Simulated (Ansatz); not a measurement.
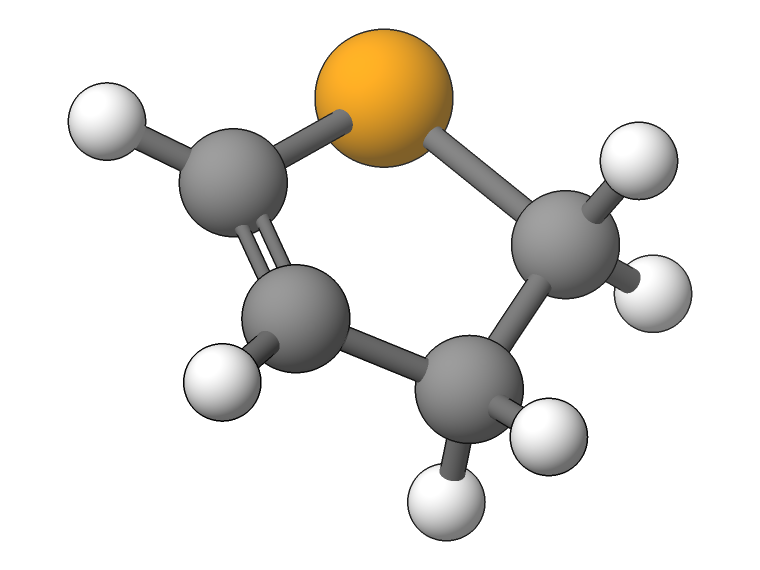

The picture shows a molecular structure as a ball-and-stick model. Colours: carbon grey, selenium orange, hydrogen white.

The computed structure is the end point of a PBE0-D4/def2-TZVP optimisation. No frequency run is at hand to confirm it as a minimum.

Identify the structure.

It has 11 atoms: 4 carbon, 6 hydrogen and 1 selenium (C₄H₆Se). SMILES: `C1=C[Se]CC1`. Independent rings (smallest set): 1 of 5 members. Among its groups: alkene. The point group is C1. Coordination: 2 C trigonal planar; 1 Se bent; 2 C tetrahedral.

More results for the same structure follow; atom numbers are the same in all pictures, views and colours differ.

Geometry

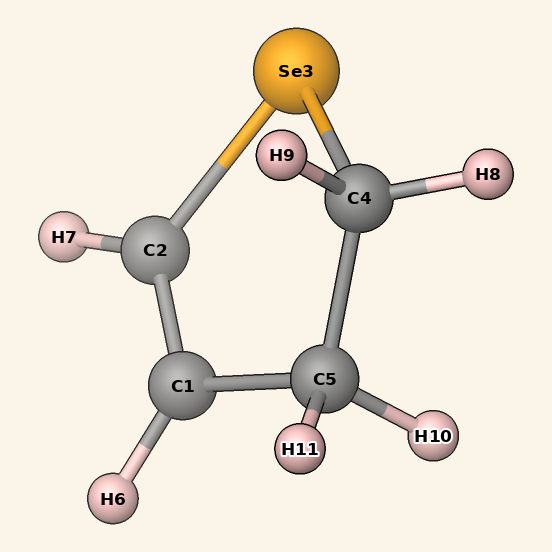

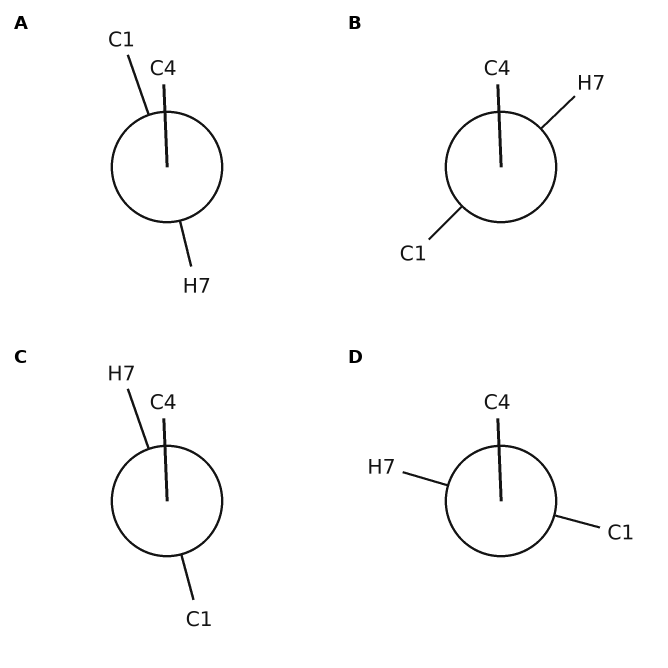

Depth is shown by fading: the farther an atom, the more it takes the colour of the background. Bonds that would overlap in a projection are set slightly apart. No frequency run is at hand to confirm it as a minimum.

> Which Newman projection shows the view along Se3–C2, with Se3 in front?

A. The torsion angle C4–Se3–C2–C1 is −13°, synperiplanar (eclipsed).

Charges

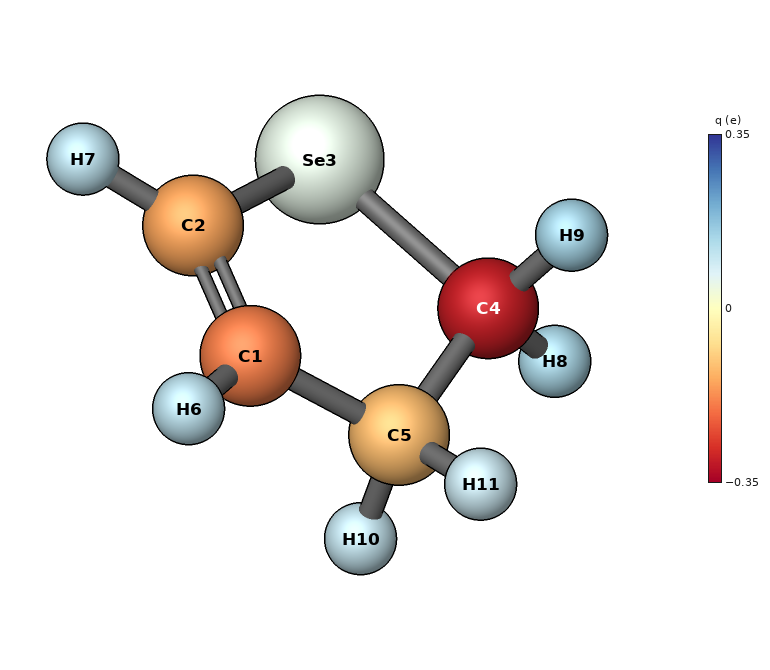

Atoms are coloured by their Mulliken charges. No frequency run is at hand to confirm it as a minimum. Level of theory: RKS ωB97M-V/def2-TZVPP (Ansatz 0.2.0).

> Which atom carries the highest charge (most positive or least negative)?

H9 (0.14 e).

> And the lowest?

C4 (−0.30 e).

Give the Mulliken charges atom by atom.

| atom | value (e) |
| --- | --- |
| C1 | −0.19 |
| C2 | −0.15 |
| Se3 | 0.05 |
| C4 | −0.30 |
| C5 | −0.12 |
| H6 | 0.11 |
| H7 | 0.11 |
| H8 | 0.13 |
| H9 | 0.14 |
| H10 | 0.10 |
| H11 | 0.09 |

Electronic properties

No frequency run is at hand to confirm it as a minimum. Method: RKS PBE0-D4/def2-TZVPP (Ansatz 0.2.0).

> Estimate the HOMO–LUMO gap.

5.81 eV.

> Give the dispersion correction at this level.

−22.6 kJ/mol.

> Estimate the HOMO energy (Kohn–Sham orbital).

−5.74 eV.

Dipole moment

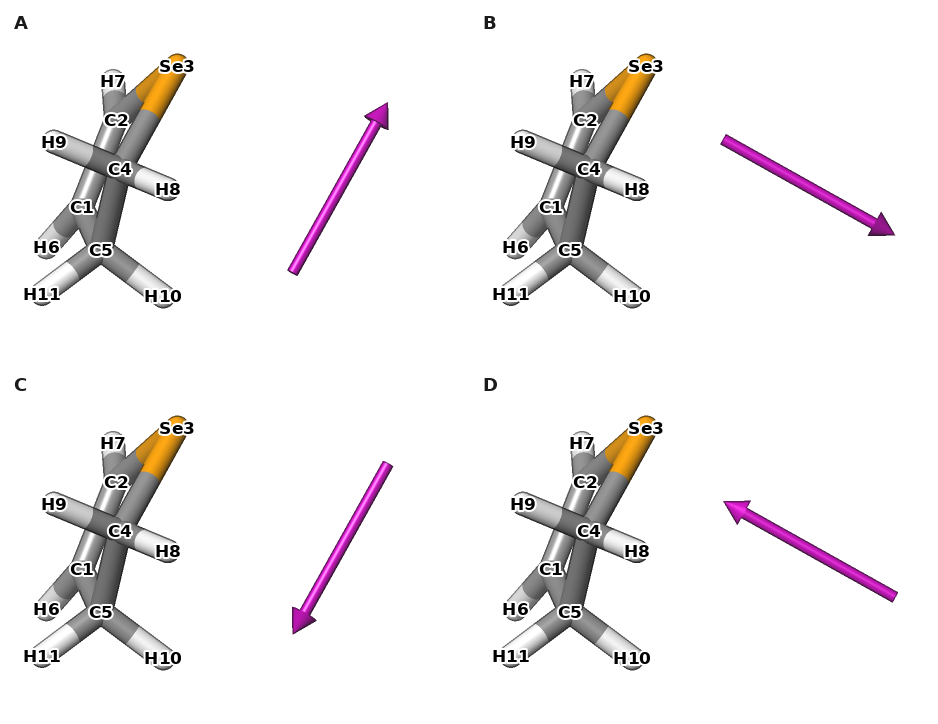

The same molecule four times, each with an arrow. No frequency run is at hand to confirm it as a minimum. Level of theory: RKS r2SCAN-D4/def2-TZVPP (Ansatz 0.2.0).

> Which arrow points along the dipole moment, from the negative to the positive end?

C. The dipole moment is 1.64 D; it points from the side of Se3 to the side of H11 (the outermost atoms at the two ends).

Mulliken values depend strongly on the basis set and can even reverse the polarity of a bond.
